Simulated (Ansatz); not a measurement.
## A hypothetical structure for SrTi2Ni2

This structure for SrTi2Ni2 is made up. Its elements were placed in a known structure type with a cell scaled to their sizes. What cell does the guess relax to, and how far off was it?

Method: DFT, PBEsol, plane-wave PAW, files of the set soft_1, scalar-relativistic, ferromagnetic start, cell and ions relaxed at zero pressure; PAW set soft_1, in Ansatz 0.2.0.

**1. The starting structure**

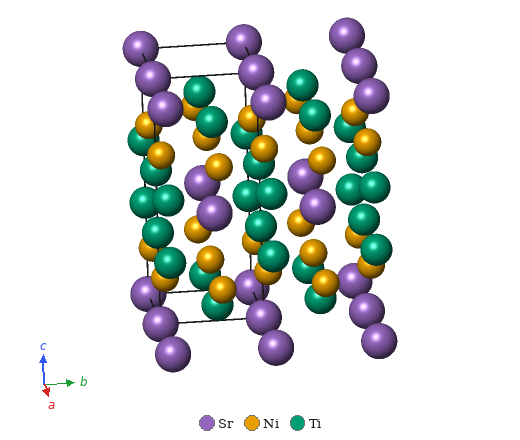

Start, viewed slightly off an axis; strontium purple, nickel orange, titanium teal. 2×2×1 cells are drawn. This picture shows the conventional cell, with its axes. Some periodic images of atoms are drawn too.

As a file:

```cif
data_structure
_symmetry_space_group_name_H-M 'I4/mmm'
_symmetry_Int_Tables_number 139
_cell_length_a 4.1860
_cell_length_b 4.1860
_cell_length_c 10.3470
_cell_angle_alpha 90.000
_cell_angle_beta 90.000
_cell_angle_gamma 90.000
_cell_volume 181.31
loop_
_atom_site_label
_atom_site_type_symbol
_atom_site_symmetry_multiplicity
_atom_site_Wyckoff_symbol
_atom_site_fract_x
_atom_site_fract_y
_atom_site_fract_z
_atom_site_occupancy
Sr1 Sr 2 a 0.00000 0.00000 0.00000 1
Ni1 Ni 4 d 0.50000 0.00000 0.25000 1
Ti1 Ti 4 e 0.50000 0.50000 0.12730 1
```

**2. Relaxing cell and atoms**

The guess takes its coordinates from another compound and its volume from a rule, so the cell and any free coordinates are relaxed together.

Input file input.yaml:

```yaml
crystal:
  lattice:
    - [-2.093, 2.093, 5.1735]
    - [2.093, -2.093, 5.1735]
    - [2.093, 2.093, -5.1735]
  atoms:
    - { symbol: Sr, position: [0.0, 0.0, 0.0] }
    - { symbol: Ni, position: [0.25, 0.75, 0.5], spin: 1.0 }
    - { symbol: Ni, position: [0.75, 0.25, 0.5], spin: 1.0 }
    - { symbol: Ti, position: [0.6273, 0.6273, 0.0], spin: 1.0 }
    - { symbol: Ti, position: [0.3727, 0.3727, 0.0], spin: 1.0 }
magnetization:
  spin_polarized: true
kpoints:
  mp_grid: { grid: [9, 9, 9] }
scf:
  occupations: { method: fermi_dirac, width: 0.05 }
hamiltonian:
  xc: pbesol
  pseudopotentials: { kind: paw, azcp: { folder: soft_1 }, xc_functional: pbe }
relax:
  f_tol: 0.015
  max_steps: 70
  cell: {}
output:
  forces: true
  stress: true
```

The run is started by

```bash
$ ansatz run input.yaml --threads 4 --pin off --max-ram 8192MiB --backend cpu --events-out ev --progress --plain --runs-dir out
```

Numbers of over 12 decimals in the logs are rounded to 6 here.

Log:

```text
basis.fft_grid_basis auto: the FFT boxes are laid along the combinations [[1, 0, 1], [0, 1, 1], [0, 0, 1]] of the cell's own vectors, 4.186, 4.186 and 5.960 Å long. The dense box has 30×30×40 points. Along the cell's own vectors, as sized, it would have 40×40×40, 1.78 times as many. Of the 16 symmetry operations that the crystal satisfies within crystal.symmetry.tolerance (time reversal apart; of a slab, those that k [...]
Engine: ansatz 0.2.0, aarch64-unknown-linux-gnu
Pseudopotentials: kind: paw
Pseudopotential: Sr, paw, valence charge 10, recommended cutoff 420 eV (normal), soft_1/Sr.paw.azcp
Pseudopotential: Ni, paw, valence charge 18, recommended cutoff 420 eV (normal), soft_1/Ni.paw.azcp
Pseudopotential: Ti, paw, valence charge 12, recommended cutoff 420 eV (normal), soft_1/Ti.paw.azcp
Functional definition: PBEsol
  exchange = pbesol_x
  correlation = pbesol_c
Crystal: 5 atoms, lattice volume = 90.653 Å³
Basis set: ecut = 420 eV, 1717 PW (Γ), FFT grids on a1+a3, a2+a3, a3, exchange–correlation on 60×60×80 points (8 copies of the dense FFT grid, shifted against one another)
Bands: 45, of which v1, the nominal top of the filled ones, is band 35 counted from 1 (34 counted from 0)
Symmetry: 16 space group operations
Space group: I4/mmm (ITA 139), of the structure as read, at distance tolerance 4.5e-5 Å
Magnetic group: BNS 139.531 (UNI 1191), of the structure as read, at distance tolerance 4.5e-5 Å
k-points: 75 of 729
Non-local potential: Sr, projectors of the file, l = 0: 3, l = 1: 2, l = 2: 2
Non-local potential: Ni, projectors of the file, l = 0: 3, l = 1: 2, l = 2: 3, l = 3: 1
Non-local potential: Ti, projectors of the file, l = 0: 3, l = 1: 2, l = 2: 3, l = 3: 1
PAW form: soft (Blöchl's): semilocal exchange-correlation on the pseudo side does not see the compensation charge
PAW frozen core: Sr, regenerated for the run's functional, and the local potential with it (the file was generated under x = pbe(κ = 0.804, μ = 0.219515), c = pbe(β = 0.066725))
PAW frozen core: Ni, regenerated for the run's functional, and the local potential with it (the file was generated under x = pbe(κ = 0.804, μ = 0.219515), c = pbe(β = 0.066725))
PAW frozen core: Ti, regenerated for the run's functional, and the local potential with it (the file was generated under x = pbe(κ = 0.804, μ = 0.219515), c = pbe(β = 0.066725))
PAW one-centre angular grid: Sr, 110 points (default); XC on 64 Gauss nodes
PAW one-centre angular grid: Ni, 590 points (default); XC on 64 Gauss nodes
PAW one-centre angular grid: Ti, 590 points (default); XC on 64 Gauss nodes
Initial density: superposition of atomic densities (chi_scale 0.1, normalization cell, long waves kept (reshape's long-wave potential 0.00 eV rms))
Starting moments: Σ|m| = 4 μB on 4 of 5 sites
Initial wavefunctions: pseudopotential atomic-orbital guess
Functional: x = pbesol(κ = 0.804, μ = 0.123457), c = pbesol(β = 0.046)
SCF iter   1: F=—  HF=-20049.078456 eV  |F-HF|=—  |Δ(HF+E_count)|=         —  Δρ=7.74e-2 (↑7.74e-2 ↓4.18e-2)  dr2=8.80e0  dr2_m=5.15e-1  M=2.980 μB ∫|m|=2.998 μB  β_m=0.30  ethr=3.10e-3  ⟨swp⟩=8.0  Hψ=29738  notcnv=0  defer=1
Mixer restart at iter 1: flushing history
preconditioner: auto → Kerker (q_TF=auto, 2.613 Å⁻¹)  [metal: Δε(μ)=0.005 eV  Ē_g=6.713 eV  σ=0.050 eV  W_gap=0.03  n_scr=32 (ndim 8)  ℏωp=23.4 eV  f_vac=0.000  D(μ)=5.24/eV (n_scr^D=44)]
spin=Collinear: Kerker preconditioning applied to the charge; magnetization (m = ρ↑ − ρ↓) channel mixes plain (no charge-response kernel on spin).
SCF iter   2: F=—  HF=-20046.286244 eV  |F-HF|=—  |Δ(HF+E_count)|=    2.79e0  Δρ=2.88e-2 (↑2.88e-2 ↓2.85e-2)  dr2=1.50e0  dr2_m=3.72e-1  M=2.939 μB ∫|m|=2.948 μB  β_m=0.32  ethr=3.10e-3  ⟨swp⟩=3.0  Hψ=14909  notcnv=0  defer=234
SCF iter   3: F=—  HF=-20046.900431 eV  |F-HF|=—  |Δ(HF+E_count)|=   6.14e-1  Δρ=2.20e-2 (↑2.20e-2 ↓2.20e-2)  dr2=4.76e-1  dr2_m=3.12e-1  M=2.812 μB ∫|m|=2.824 μB  β_m=0.53  ethr=2.14e-3  ⟨swp⟩=3.1  Hψ=11113  notcnv=0  defer=218
SCF iter   4: F=—  HF=-20048.245694 eV  |F-HF|=—  |Δ(HF+E_count)|=    1.35e0  Δρ=3.27e-2 (↑5.99e-3 ↓3.27e-2)  dr2=8.05e-1  dr2_m=2.64e-1  M=2.388 μB ∫|m|=2.407 μB  β_m=0.23  ethr=6.80e-4  ⟨swp⟩=3.0  Hψ=11022  notcnv=0  defer=217
SCF iter   5: F=—  HF=-20048.602427 eV  |F-HF|=—  |Δ(HF+E_count)|=   3.57e-1  Δρ=1.71e-2 (↑1.71e-2 ↓8.30e-3)  dr2=5.54e-2  dr2_m=1.22e-1  M=2.204 μB ∫|m|=2.221 μB  β_m=0.65  ethr=6.80e-4  ⟨swp⟩=2.9  Hψ=11236  notcnv=0  defer=211
SCF iter   6: F=—  HF=-20048.699834 eV  |F-HF|=—  |Δ(HF+E_count)|=         —  Δρ=1.36e-2 (↑1.36e-2 ↓4.14e-3)  dr2=1.89e-1  dr2_m=2.00e-2  M=1.870 μB ∫|m|=1.888 μB  β_m=0.65  ethr=7.91e-5  ⟨swp⟩=3.1  Hψ=11977  notcnv=0  defer=166
Mixer restart at iter 6: flushing history
SCF iter   7: F=—  HF=-20048.750518 eV  |F-HF|=—  |Δ(HF+E_count)|=   5.07e-2  Δρ=1.20e-2 (↑7.15e-3 ↓1.20e-2)  dr2=1.75e-1  dr2_m=5.12e-3  M=1.880 μB ∫|m|=1.897 μB  β_m=0.51  ethr=7.91e-5  ⟨swp⟩=3.0  Hψ=14628  notcnv=0  defer=171
SCF iter   8: F=—  HF=-20048.704892 eV  |F-HF|=—  |Δ(HF+E_count)|=   4.56e-2  Δρ=4.39e-3 (↑4.39e-3 ↓6.59e-4)  dr2=1.52e-2  dr2_m=4.09e-3  M=1.878 μB ∫|m|=1.895 μB  β_m=0.62  ethr=7.91e-5  ⟨swp⟩=2.7  Hψ=14248  notcnv=0  defer=168
[...]
relax step   1: F+E_penalty+E_count = -20048.70528260 eV  Δ(F+E_penalty+E_count) = +0.000e0 eV  max|allowed force component| = 1.842e0 eV/Å  Δτ_max = 0.0000 Å  P = +1.690 GPa  Ω = 90.653 Å³  (15 SCF iters, dr2 threshold 1.00e-7 eV, accepted)
[... from here on, the SCF cycles and remarks between the steps are left out ...]
relax step   2: F+E_penalty+E_count = -20049.13671464 eV  Δ(F+E_penalty+E_count) = -4.314e-1 eV  max|allowed force component| = 8.008e-1 eV/Å  Δτ_max = 0.1553 Å  P = -1.533 GPa  Ω = 96.291 Å³  energy of the carried Pulay correction = -1.010e-3 eV  (11 SCF iters, dr2 threshold 5.00e-7 eV, accepted)
relax step   3: F+E_penalty+E_count = -20049.24001644 eV  Δ(F+E_penalty+E_count) = -1.033e-1 eV  max|allowed force component| = 2.352e-1 eV/Å  Δτ_max = 0.0950 Å  P = -0.967 GPa  Ω = 96.731 Å³  energy of the carried Pulay correction = -1.087e-3 eV  (12 SCF iters, dr2 threshold 5.00e-7 eV, accepted)
relax step   4: F+E_penalty+E_count = -20049.24825625 eV  Δ(F+E_penalty+E_count) = -8.240e-3 eV  max|allowed force component| = 4.456e-2 eV/Å  Δτ_max = 0.0259 Å  P = -0.133 GPa  Ω = 96.116 Å³  energy of the carried Pulay correction = -9.798e-4 eV  (10 SCF iters, dr2 threshold 5.00e-7 eV, accepted)
relax step   5: F+E_penalty+E_count = -20049.24887732 eV  Δ(F+E_penalty+E_count) = -6.211e-4 eV  max|allowed force component| = 1.339e-2 eV/Å  Δτ_max = 0.0036 Å  P = +0.059 GPa  Ω = 96.037 Å³  energy of the carried Pulay correction = -9.661e-4 eV  (9 SCF iters, dr2 threshold 1.65e-7 eV, accepted)
relax step   6: F+E_penalty+E_count = -20049.24902042 eV  Δ(F+E_penalty+E_count) = -1.431e-4 eV  max|allowed force component| = 1.056e-3 eV/Å  Δτ_max = 0.0031 Å  P = -0.004 GPa  Ω = 96.216 Å³  energy of the carried Pulay correction = -9.973e-4 eV  (9 SCF iters, dr2 threshold 6.03e-8 eV, accepted)
relax step   7: F+E_penalty+E_count = -20049.25123835 eV  Δ(F+E_penalty+E_count) = -2.218e-3 eV  max|allowed force component| = 1.993e-3 eV/Å  Δτ_max = 0.0000 Å  P = +0.049 GPa  Ω = 96.216 Å³  stress off target by 5.70e-2 GPa  SCF on the basis re-selected at this cell (its energy is not comparable with the rows above)  (14 SCF iters)
relax step   8: F+E_penalty+E_count = -20049.25123962 eV  Δ(F+E_penalty+E_count) = -1.276e-6 eV  max|allowed force component| = 9.649e-5 eV/Å  Δτ_max = 0.0010 Å  P = +0.001 GPa  Ω = 96.287 Å³  energy of the carried Pulay correction = -1.261e-5 eV  (7 SCF iters, dr2 threshold 8.12e-9 eV, accepted)
relax step   9: F+E_penalty+E_count = -20049.25125214 eV  Δ(F+E_penalty+E_count) = -1.252e-5 eV  max|allowed force component| = 8.117e-5 eV/Å  Δτ_max = 0.0000 Å  P = +0.000 GPa  Ω = 96.287 Å³  stress off target by 5.73e-4 GPa  SCF on the basis re-selected at this cell (its energy is not comparable with the rows above)  (9 SCF iters)
basis re-selected at this cell: Δ(F+E_penalty+E_count) = -1.252e-5 eV, ΔP = -0.001 GPa vs the last step (what re-selecting the basis moved, of the pressure what is left beyond the Pulay correction that the steps carried, after the strain that the cell walked since its last selection, with what the two solves' SCF thresholds leave and, on support functions, any second-order correction that the steps lacked; it is no m [...]
an SCF from ferrimagnetic starting moments (0.00, 1.00, 1.00, -1.00, 1.00 Bohr magnetons, atom by atom) was not made, so that it is not known whether that order lies lower: the deck asks for what bars it, or types moments that do (magnetization.spin_polarized, in the input reference, names some of the keys), or the run goes by scf.lower_state_search: light, the default, which as a rule tries one only behind a close t [...]
SCF converged after 9 iterations
Magnetization: 1.3137 μB (35.6568 up, 34.3432 down)
Absolute magnetization: 1.3889 μB (∫|ρ↑−ρ↓|, with the PAW one-centre terms)
Spin contamination: 0.0521 ħ² per cell (⟨S²⟩ above its minimum at these occupations)
Per-site moments (μB) at R_I (Å): [(0.039843, 1.367133), (-0.006436, 0.989499), (-0.006436, 0.989499), (0.347037, 0.989499), (0.347037, 0.989499)]
Free energy (F): -20049.251252 eV
Harris-Foulkes:  -20049.251252 eV  (|F-HF|=1.46e-11)
Internal energy: -20049.199326 eV  (E = F + TS)
E sigma→0 (E₀):  -20049.225289 eV
Entropy (-TS):   -0.051926 eV (-10.385 meV/atom)
Fermi energy:    11.504886 eV
--- Per-component energies (eV) ---
  E_band       = -1230.292676
  E_kinetic    = 1479.818452
  E_local      = -11387.684939  (includes V_loc(G=0)·N_el)
  E_nonlocal   = 132.363956
  E_hartree    = 5437.824363
  E_xc         = -627.242454
  E_vxc        = -734.333518  (∫ρ·V_xc dr)
  E_paw        = -7924.645341  (= ΣΔE_a)
  E_vpaw       = -1596.106438  (= ΣTr[D̂ρ^β])
  E_aug_tail   = 0.001511  (compensation charges beyond the density's cutoff)
  E_ewald      = -7160.442571
  E_core_change = 0.807695  (= ΣΔE_core)
  E_smearing   = -0.051926  (= −TS)
  E_closure    = 0.000000  (closes the sum)
  Σ components = -20049.251252   (vs F -20049.251252, Δ=0.00e0)
--- Forces (eV/Å), atoms counted from 1 ---
  atom   1  Sr    -0.00000000    -0.00000000     0.00000000
  atom   2  Ni     0.00000000    -0.00000000    -0.00000000
  atom   3  Ni    -0.00000000     0.00000000     0.00000000
  atom   4  Ti    -0.00000000    -0.00000000    -0.00008117
  atom   5  Ti     0.00000000    -0.00000000     0.00008117
  max |Σ_I F_I| component: 1.56e-17 eV/Å
--- Stress (GPa, compression-positive) ---
        0.000573       0.000000      -0.000000
        0.000000       0.000573      -0.000000
       -0.000000      -0.000000       0.000295
  P = ⅓ Tr σ = 0.0005 GPa (0.005 kbar)
--- Relaxed structure (7 steps of the walk, 7 accepted, 2 SCFs on fresh bases) ---
  F+E_penalty+E_count = -20049.25125214 eV   max|allowed force component| = 8.117e-5 eV/Å   (the final SCF, on the basis selected at the relaxed cell)
  cell:  # Å, volume = 96.2866 Å³
    - [-2.205847, 2.205847, 4.947149]
    - [2.205847, -2.205847, 4.947149]
    - [2.205847, 2.205847, -4.947149]
  atoms:
    - { symbol: Sr, position: [-2.850130384807744e-19, -2.8501303848077443e-19, 0] }
    - { symbol: Ni, position: [0.25, 0.75, 0.500000] }
    - { symbol: Ni, position: [0.75, 0.25, 0.500000] }
    - { symbol: Ti, position: [0.654738, 0.654738, 0] }
    - { symbol: Ti, position: [0.345262, 0.345262, 0] }
```

Elapsed: 3.3 min, on 4 threads of Arm Neoverse N1, shared host; peak memory 0.79 GiB; 13 min of CPU time.

Relaxation path:

```csv
step,energy less that of the first step (eV),largest force component (eV/Å),pressure (GPa),volume (Å³)
1,0.0000,1.8423,1.69,90.65
2,-0.4314,0.8008,-1.53,96.29
3,-0.5347,0.2352,-0.97,96.73
4,-0.5430,0.0446,-0.13,96.12
5,-0.5436,0.0134,0.06,96.04
6,-0.5437,0.0011,0.00,96.22
7*,-0.5460,0.0020,0.05,96.22
8,-0.5460,0.0001,0.00,96.29
9*,-0.5460,0.0001,0.00,96.29
```

Relaxation steps marked * repeat the geometry before them on a plane-wave basis chosen anew for their cell, so energy and pressure can jump there.

Forces are held to the 16 operations that the run works with; a distortion that breaks them can't arise in this run.

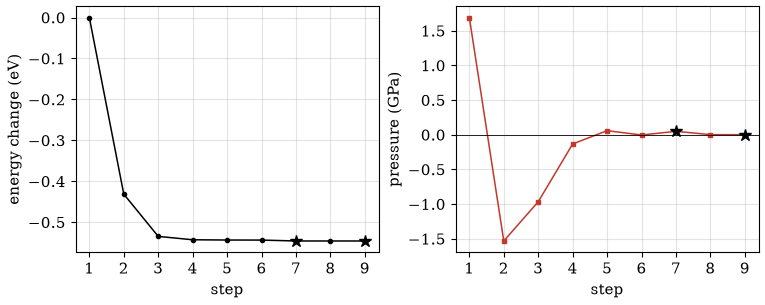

Energy and pressure along the relaxation. Stars mark steps on a basis chosen anew.

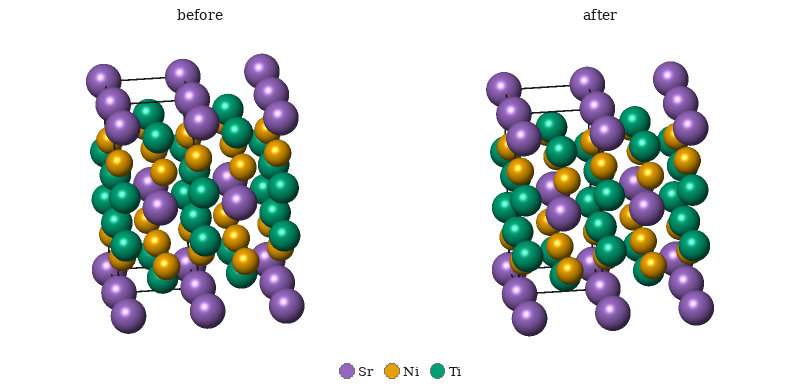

Before and after, at one scale.

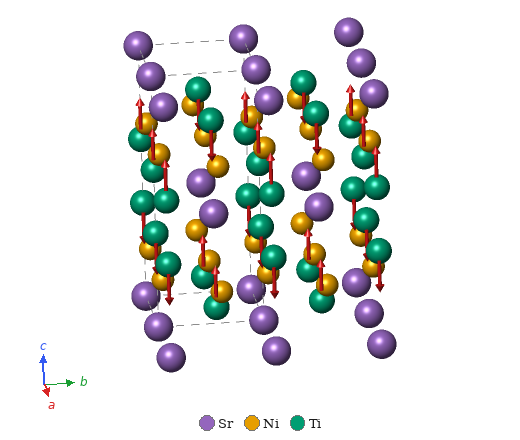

Displacements in the relaxation, exaggerated, measured against the changing cell; the longest in the cell stands for 0.27 Å. 2×2×1 conventional cells are drawn. Some periodic images of atoms are drawn too.

```csv
"conventional cell, symmetrised",before,after,change
a (Å),4.186,4.412,+5.4 %
b (Å),4.186,4.412,+5.4 %
c (Å),10.347,9.894,-4.4 %
volume (Å³/atom),18.13,19.26,+6.2 %
```

The atoms that moved most (Å, as changes of fractional coordinates times the final cell):

| atom | dx | dy | dz | length |
| --- | --- | --- | --- | --- |
| Ti4 | 0.000 | 0.000 | 0.271 | 0.271 |
| Ti5 | 0.000 | 0.000 | -0.271 | 0.271 |

The relaxed structure:

```cif
data_structure
_symmetry_space_group_name_H-M 'P 1'
_symmetry_Int_Tables_number 1
_cell_length_a 5.8486
_cell_length_b 5.8486
_cell_length_c 5.8486
_cell_angle_alpha 135.684
_cell_angle_beta 135.684
_cell_angle_gamma 64.469
_cell_volume 96.29
loop_
_atom_site_label
_atom_site_type_symbol
_atom_site_fract_x
_atom_site_fract_y
_atom_site_fract_z
_atom_site_occupancy
Sr1 Sr 0.00000 0.00000 0.00000 1
Ni2 Ni 0.25000 0.75000 0.50000 1
Ni3 Ni 0.75000 0.25000 0.50000 1
Ti4 Ti 0.65474 0.65474 0.00000 1
Ti5 Ti 0.34526 0.34526 0.00000 1
```

Numbers from this step:

| Quantity | Value |
| --- | --- |
| free energy | -20049.2513 eV |
| energy at zero smearing | -20049.2253 eV |
| smearing term TS | 0.05193 eV |
| Fermi energy | 11.50 eV |
| magnetization | 1.314 μB |
| absolute magnetization | 1.389 μB |
| site moments | 0.03984, -0.006436, -0.006436, 0.3470, 0.3470 μB |
| electrons | 70 |
| symmetry operations | 16 |
| pressure | 4.81e-4 GPa |

Site moment by atom:

```csv
atom,site moment (μB)
Sr1,0.040
Ni2,-0.006
Ni3,-0.006
Ti4,0.347
Ti5,0.347
```

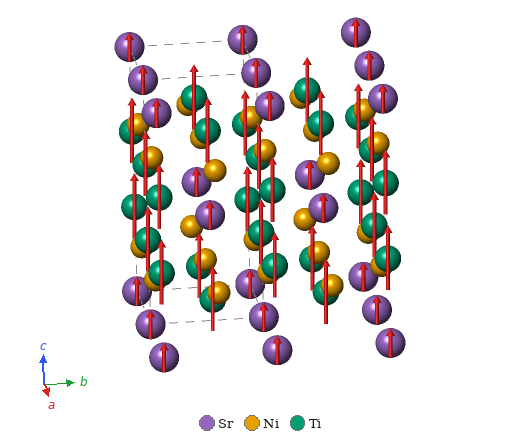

Site moment as arrows, the longest 0.347 μB. Up and down stand for the sign. Arrows give size and sign along the axis of quantisation, drawn up and down the page. Each arrow also spans its atom, so small moments look longer than they are. 2×2×1 conventional cells are drawn. Some periodic images of atoms are drawn too.

The shortest distance of each pair, which need not be the same contact before and after:

| pair | guess (Å) | relaxed (Å) |
| --- | --- | --- |
| Ni–Ti | 2.448 | 2.399 |
| Ti–Ti | 2.634 | 3.062 |
| Ni–Ni | 2.960 | 3.120 |
| Ni–Sr | 3.327 | 3.314 |
| Sr–Ti | 3.240 | 3.416 |

The relaxation ends with a largest force component of 8.1e-5 eV/Å and a pressure of 0.00 GPa.

**3. Outcome**

```json
{
 "space group, relaxed": "I4/mmm",
 "conventional cell": "a = 4.412, b = 4.412, c = 9.894 Å; α = 90.0°, β = 90.0°, γ = 90.0°",
 "volume per atom": "19.26 Å³ (guess 18.13)",
 "total moment": "1.31 μB in the cell of 5 atoms"
}
```

In words: SrTi2Ni2 relaxes to I4/mmm with a = 4.412, b = 4.412 and c = 9.894 Å. The guessed volume was 6 % too small. The space group I4/mmm was held in the relaxation, so the end point is a stationary structure within it and may be a saddle against distortions or other arrangements. The input starts from parallel moments, and no other start was typed. Mesh and cutoff weren't tested. No dispersion term is used, so weakly bound directions may come out too long. Nothing here tests whether the compound is stable against decomposition.

[Logs are printed without paths, hosts, clocks, repeated set-up lines and the standing remarks that a program may print on its own settings, such as how far it seeks lower states.]

[Hosts, paths, dates, database ids (printed as entryN), source tags and the programs' standing remarks are cut or masked in the printed files.]
